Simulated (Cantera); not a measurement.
A closed system holds: 1 mol Zr, a varied amount of N₂O, 5.8 mol N₂, at 1025 K and 75.0 Torr.

These are equilibrium values from Cantera (NASA tables, ideal gas, pure condensed phases), not measurements of a reactor. Candidate condensed phases: Zr, ZrN, ZrO₂; 13 gas species. Mutual solubility and eutectic melting of coexisting phases are not modelled. ZrN: taken at fixed stoichiometry. Condensed phases not in the tables: solid solutions among these carbides, nitrides and lower oxides. Equilibrium is a limit: real reactors are often held back by kinetics, nucleation or transport.

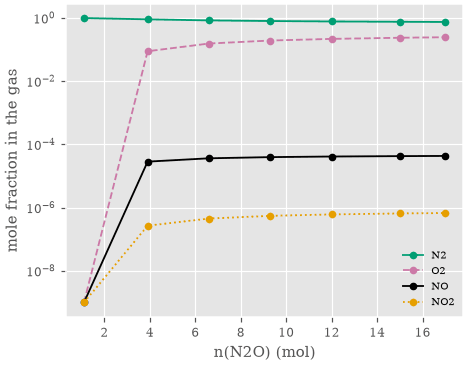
Fig. 1. Equilibrium gas composition (values under 1e-9 drawn at 1e-9)

Q: Read off the mole fractions at 12 mol N₂O.

A: N₂ about 0.78, O₂ about 0.22, NO about 4.2e-5, NO₂ about 6.1e-7.
